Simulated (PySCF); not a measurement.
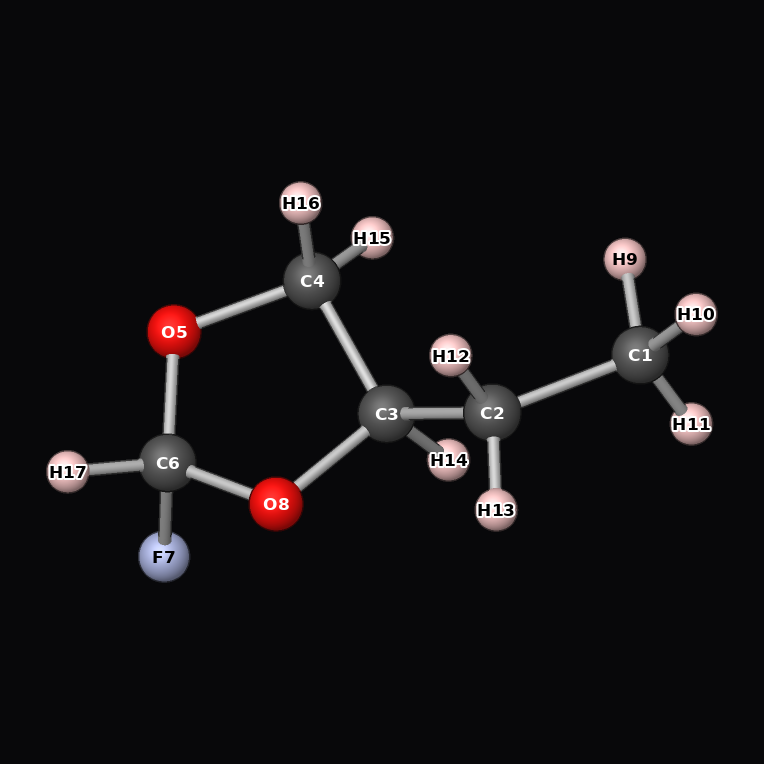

The questions are on isotropic NMR shieldings of the O atoms. Geometry: a frame of a GFN2-xTB molecular-dynamics simulation, not a minimum. Properties computed with GIAO PBE0/pcSseg-1 NMR shielding, non-relativistic, gas phase (PySCF 2.14.0).

List the isotropic NMR shieldings of the O atoms.

| atom | σ (ppm) |
| --- | --- |
| O5 | 219.2 |
| O8 | 200.8 |
